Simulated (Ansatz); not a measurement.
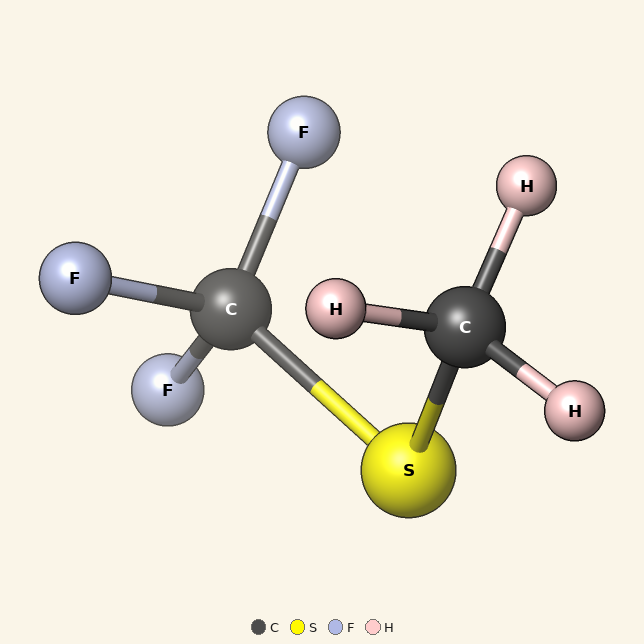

Depth is shown by fading: the farther an atom, the more it takes the colour of the background. The geometry was computed by an optimisation with PBE0-D4/def2-TZVP.

Which symmetry elements does this geometry have?

Answer. It has 1 mirror plane, so the point group is Cs. The group has 2 operations. The geometry is achiral, and symmetry allows a dipole moment.
